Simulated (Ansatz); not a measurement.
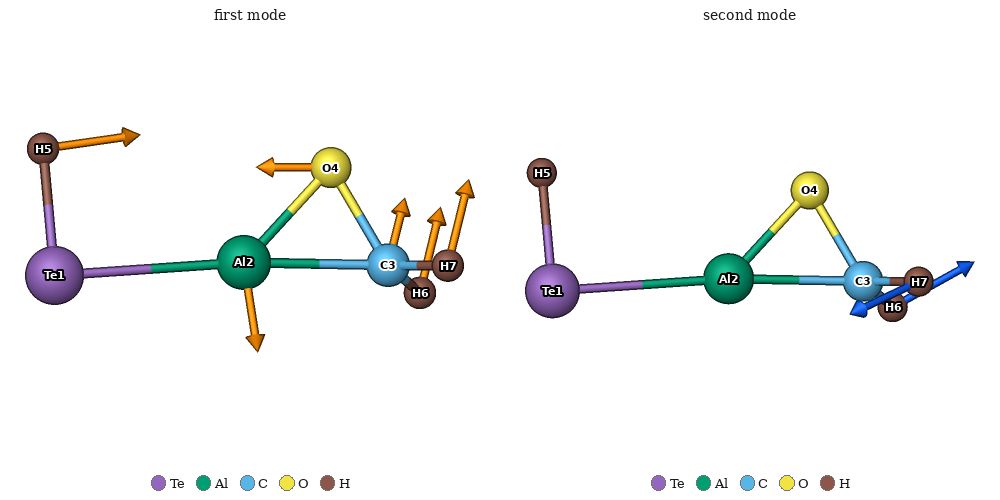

The system is CH₃AlOTe, SMILES [TeH][Al]1[CH2][O]1; the picture shows the reference structure; its two panels give the patterns of the first and the second mode as arrows. First axis: normal mode 1 (103 cm⁻¹). Second axis: normal mode 6 (665 cm⁻¹). Nothing is relaxed (straight displacements along the two mass-weighted modes). The grid has 9 × 9 points; 45 points were computed and 36 follow by symmetry. Points are written as (first, second). Energies: kcal/mol, counted from the relaxed molecule at the same level. These are results of RKS PBE0-D4/def2-SVP in Ansatz 0.2.0, not measurements.

Its coordinates:

| atom | x (Å) | y (Å) | z (Å) |
| --- | --- | --- | --- |
| Te | -2.9196 | 0.1332 | -0.4391 |
| Al | -0.4914 | -0.0503 | 0.1400 |
| C | 1.3038 | -0.2342 | 0.7314 |
| O | 1.0316 | 0.1733 | -0.6455 |
| H | -2.4868 | 0.5865 | -1.9838 |
| H | 1.8073 | -1.2098 | 0.8186 |
| H | 1.8165 | 0.5331 | 1.3326 |

Range: normal mode 1 (103 cm⁻¹) from −2.50 to 2.50 amu½·Å; normal mode 6 (665 cm⁻¹) from −0.68 to 0.68 amu½·Å.

What landscape does the calculation give?

Answer. The lowest grid point is at (0.00 amu½·Å, 0.00 amu½·Å), 0.0 kcal/mol from the relaxed molecule at the same level. No other kind of well shows on this grid. The highest grid point, (2.50 amu½·Å, −0.68 amu½·Å), lies 21.9 kcal/mol above the lowest.

| normal mode 6 (665 cm⁻¹) ↓, normal mode 1 (103 cm⁻¹) → | −2.50 | −1.88 | −1.25 | −0.63 | 0.00 | 0.63 | 1.25 | 1.88 | 2.50 |
| --- | --- | --- | --- | --- | --- | --- | --- | --- | --- |
| 0.68 | 21.9 | 17.4 | 15.1 | 14.1 | 13.9 | 14.3 | 15.4 | 17.7 | 21.9 |
| 0.51 | 14.6 | 10.2 | 8.0 | 7.0 | 6.8 | 7.0 | 8.0 | 10.1 | 14.2 |
| 0.34 | 10.2 | 5.9 | 3.7 | 2.8 | 2.6 | 2.8 | 3.6 | 5.6 | 9.5 |
| 0.17 | 7.9 | 3.8 | 1.6 | 0.8 | 0.6 | 0.8 | 1.5 | 3.4 | 7.2 |
| 0.00 | 7.2 | 3.1 | 1.0 | 0.2 | 0.0 | 0.2 | 0.9 | 2.8 | 6.5 |
| −0.17 | 7.9 | 3.8 | 1.6 | 0.8 | 0.6 | 0.8 | 1.5 | 3.4 | 7.2 |
| −0.34 | 10.2 | 5.9 | 3.7 | 2.8 | 2.6 | 2.8 | 3.6 | 5.6 | 9.5 |
| −0.51 | 14.6 | 10.2 | 8.0 | 7.0 | 6.8 | 7.0 | 8.0 | 10.1 | 14.2 |
| −0.68 | 21.9 | 17.4 | 15.1 | 14.1 | 13.9 | 14.3 | 15.4 | 17.7 | 21.9 |

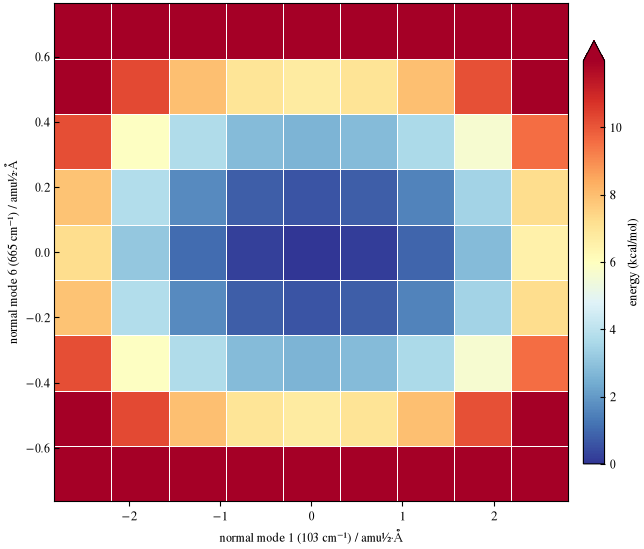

Drawn: one coloured cell a grid point, one colour for all values above the top of the scale.

Each point was launched as `ansatz run input.yaml --threads 1 --pin off --max-ram 2560MiB --backend cpu --events-out ev --progress --plain --runs-dir out`. The whole map (45 points run) took 13 min on 1 thread of Arm Neoverse V1 (shared host).
